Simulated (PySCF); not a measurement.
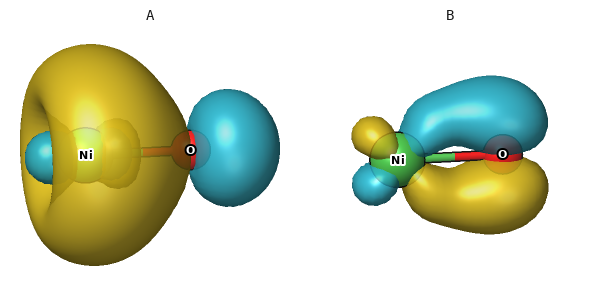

NiO (charge −1, quartet). Two frontier β-spin orbitals, each drawn at the value that holds 80 % of its norm (yellow and cyan are the two phases), in no order; of a degenerate pair one member is drawn.

The calculation used PBE0/def2-TZVPPD, non-relativistic Hamiltonian with scalar-relativistic core potentials where named, at a bond length of 1.665 Å in PySCF.

### Label each orbital by symmetry, say whether it is occupied, and order them by energy.

Orbital B: π, occupied in this spin, −1.81 eV; bonding, with no node between the atoms.
Orbital A: σ, occupied in this spin, −0.85 eV; shared between the atoms (Ni 65 %, O 35 %).
